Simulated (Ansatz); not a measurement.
BCl₂H···Cl (doublet)

Input file:

```
crystal:
  periodic: [false, false, false]
  atoms:
    - { symbol: B, position_ang: [0.0, 0.0, 0.0] }
    - { symbol: H, position_ang: [0.0, 0.0, 1.44] }
    - { symbol: Cl, position_ang: [1.6108, 0.0, -0.93] }
    - { symbol: Cl, position_ang: [-1.6108, 0.0, -0.93] }
    - { symbol: Cl, position_ang: [0.0, 0.0, 3.11] }
magnetization:
  spin_polarized: true
  initial_magnetization: 1
basis:
  gaussian: { orbitals: def2-SVP }
hamiltonian:
  xc: revpbe
relax:
  f_tol: 0.15
  max_steps: 25
  restrain:
    - { distance: [1, 4], at: 2.57, k: 30.0 }
    - { distance: [0, 1], at: 1.19, k: 30.0 }
output:
  orbitals: {}
```

Run with:

```sh
ansatz run input.yaml --threads 2 --pin off --max-ram 3072MiB --backend cpu --events-out ev --progress --plain --runs-dir out
```

The fields are those of the run's last geometry, not of the input's.

Not at a stationary point (largest force 0.6 eV/Å).

Theory: Ansatz, UKS revPBE/def2-SVP.

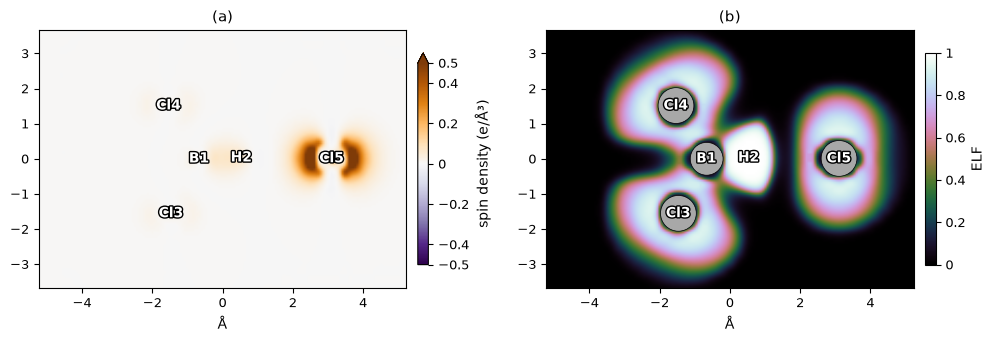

Figure 1. (a) spin density; (b) ELF on the molecular plane. Grey discs cover the atomic cores in the ELF map.

What do the fields say about this system?

Answer.
- Atoms in the plane: B, H and Cl.
- Cl5···H2 (2.56 Å): the ELF dips to about 0.05 between them.
- B–Cl (1.75 Å): the ELF peaks at about 0.90 between the atoms; a polar covalent bond.
- B–H (1.20 Å): the ELF climbs to about 1 towards the hydrogen, as it does in any bond to H: an ordinary covalent bond to hydrogen.
- The ELF also peaks beside Cl3 and Cl4, away from the bonds: non-bonding electrons, paired or unpaired.
- The unpaired spin (1 electron) lies mostly on Cl5 (about 0.9), in electrons by Hirshfeld's partition.

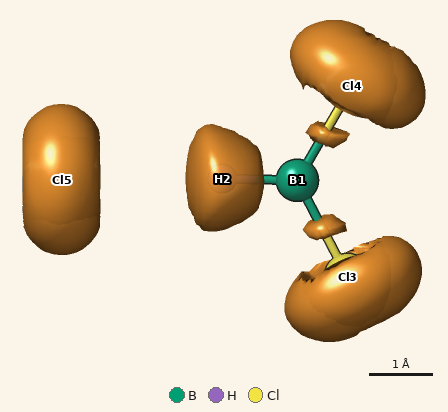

Figure 2. Isosurface of the electron localisation function at 0.85 (orange), seen across its widest extent. Core shells and regions of very low density are left out.

Identify the bonds, lone pairs and shells in this picture.

Answer. The ELF exceeds this value in two regions between bonded B–Cl atoms (shared pairs), one region around a hydrogen nucleus, two rings or bowls of non-bonding electrons around Cl and one region wrapped around Cl (its valence shell).

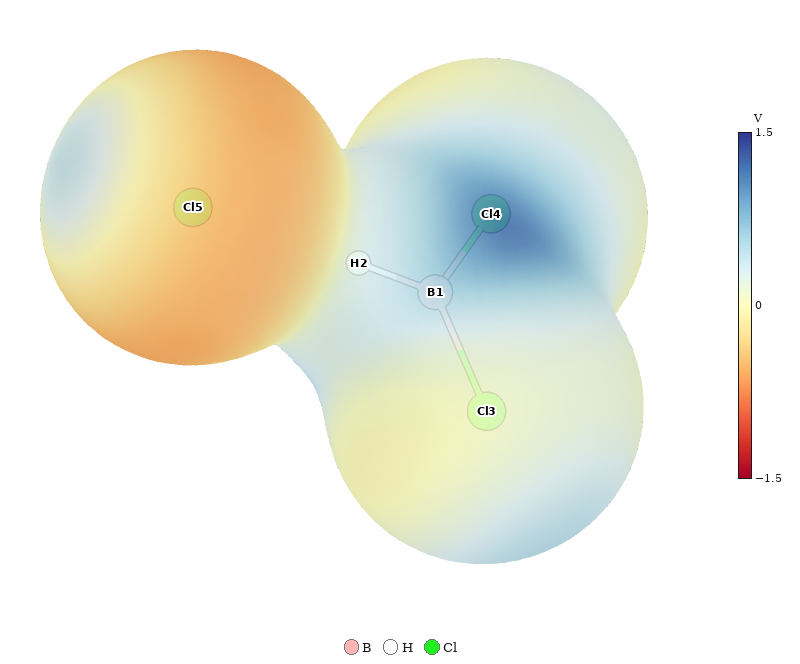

Figure 3. The molecular electrostatic potential painted on the density surface at 0.001 e/bohr³, seen at a tilt; the colour scale runs from red (negative) to blue (positive).

Describe the electrostatic potential map.

Answer. The most negative region (about −0.6 V) lies over Cl5, the most positive (about +1.1 V) over B1. Cl3 shows a σ-hole: about +0.5 V at the tip opposite its bond, against about +0.1 V on its flanks. Cl4 shows a σ-hole: about +0.5 V at the tip opposite its bond, against about +0.1 V on its flanks.

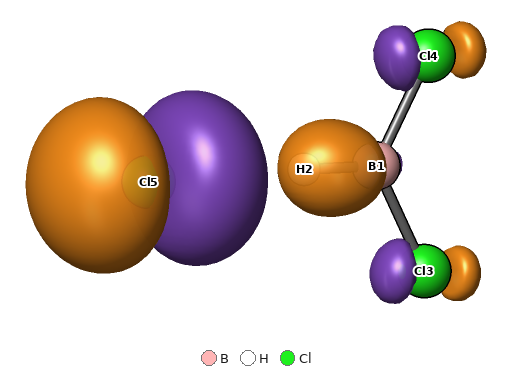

Figure 4. The LUMO (β) at ±0.1 Å⁻³ᐟ² (orange and purple are the two phases), seen at a tilt.

Describe this orbital and give its energy.

Answer. Its weight (Hirshfeld) is mainly on Cl5 (about 85 %); it is symmetric in the molecular plane (an in-plane orbital: σ, lone-pair or in-plane π type). Its energy is −6.73 eV.
